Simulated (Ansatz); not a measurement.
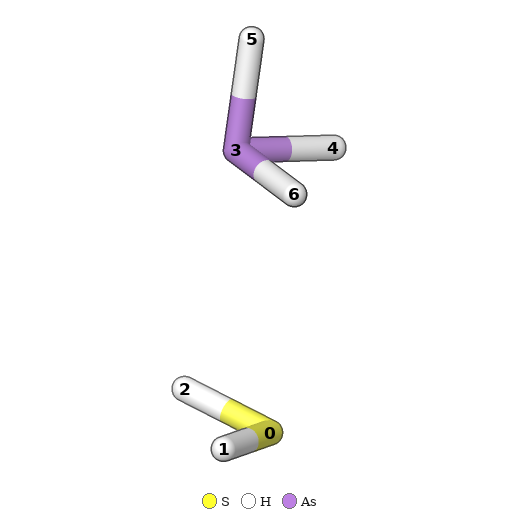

The structure as it stands in the input. Atoms are numbered from 0, in the order of the input.

The calculation was set up as follows.

```yaml
crystal:
  periodic: [false, false, false]
  atoms:
    - {symbol: S, position_ang: [0.775454, -0.270973, -2.240818]}
    - {symbol: H, position_ang: [-0.327370, -1.032651, -2.296365]}
    - {symbol: H, position_ang: [0.054158, 0.856079, -2.144758]}
    - {symbol: As, position_ang: [-0.464199, 0.451451, 1.259746]}
    - {symbol: H, position_ang: [1.041751, 0.579969, 1.414642]}
    - {symbol: H, position_ang: [-0.686327, 0.482814, 2.767301]}
    - {symbol: H, position_ang: [-0.393367, -1.066689, 1.240252]}
basis:
  gaussian: {orbitals: STO-3G}
hamiltonian: {xc: hf}
md: {n_steps: 30, timestep: 1.0, temperature: 200, ensemble: nve, seed: 73, initial_velocities: maxwell_boltzmann}
```

Command:

```sh
ansatz run in.yaml --threads 2 --pin off --events-out ev --progress --plain --max-ram 5222MiB
```

Output (its end):

```
mean field -70894.44852094 eV, -2605.3229291615 hartree, gradient 3.5e-5 eV, S^2 0.000000; 0 other end points of the search recorded, 0 dependent functions left out
the calculation of the forces begins
reference -70894.44852094 eV, -2605.3229291615 hartree; 27, 27 occupied and 5, 5 virtual orbitals, 362 factors
md step    28: t =    28.00 fs  T =   332.3 K  F+E_penalty+E_count = -70894.44852094 eV  E_kin = 0.214763 eV  conserved = -70894.23375813 eV  (17 SCF iters)
these checks for a lower state are left out or cut short: starts, cluster_reference, orbital_swaps, neighbouring_geometries, increment
362 factors; integrals over basis functions are off by at most 1.2e-5 eV
mean field -70894.39408491 eV, -2605.3209286741 hartree, gradient 3.4e-5 eV, S^2 0.000000; 0 other end points of the search recorded, 0 dependent functions left out
the calculation of the forces begins
reference -70894.39408491 eV, -2605.3209286741 hartree; 27, 27 occupied and 5, 5 virtual orbitals, 362 factors
md step    29: t =    29.00 fs  T =   254.3 K  F+E_penalty+E_count = -70894.39408491 eV  E_kin = 0.164347 eV  conserved = -70894.22973773 eV  (17 SCF iters)
these checks for a lower state are left out or cut short: starts, cluster_reference, orbital_swaps, neighbouring_geometries, increment
362 factors; integrals over basis functions are off by at most 1.2e-5 eV
mean field -70894.36723417 eV, -2605.3199419278 hartree, gradient 3.3e-5 eV, S^2 0.000000; 0 other end points of the search recorded, 0 dependent functions left out
the calculation of the forces begins
reference -70894.36723417 eV, -2605.3199419278 hartree; 27, 27 occupied and 5, 5 virtual orbitals, 362 factors
362 factors; integrals over basis functions are off by at most 1.2e-5 eV
mean field -70894.36723417 eV, -2605.3199419278 hartree, gradient 3.6e-5 eV, S^2 0.000000; 1 other end points of the search recorded, 0 dependent functions left out
the calculation of the forces begins
reference -70894.36723417 eV, -2605.3199419278 hartree; 27, 27 occupied and 5, 5 virtual orbitals, 362 factors
md step    30: t =    30.00 fs  T =   215.8 K  F+E_penalty+E_count = -70894.36723417 eV  E_kin = 0.139454 eV  conserved = -70894.22778019 eV  (32 SCF iters)
Total energy: -70894.36723417 eV, -2605.3199419278 hartree
Atom 0 at     0.778138    -0.254817    -2.255575 Å, force    -0.529459    -0.154337    -0.038697 eV/Å
Atom 1 at     0.129867    -1.413611    -2.457046 Å, force     0.148368     0.526392     0.085882 eV/Å
Atom 2 at    -0.352679     0.447803    -2.080943 Å, force     0.391681    -0.381540    -0.116423 eV/Å
Atom 3 at    -0.457972     0.458364     1.270980 Å, force    -0.689998     1.947978    -1.581142 eV/Å
Atom 4 at     0.911024     0.175935     1.416725 Å, force     1.469079    -0.406596     0.012249 eV/Å
Atom 5 at    -0.683185     0.453094     2.647184 Å, force    -0.438188     0.033875     1.846751 eV/Å
Atom 6 at    -0.864344    -0.871378     1.089496 Å, force    -0.351484    -1.565771    -0.208621 eV/Å
Dipole moment:    -0.133870    -0.210460     0.117814 e Å
```

The run converged.
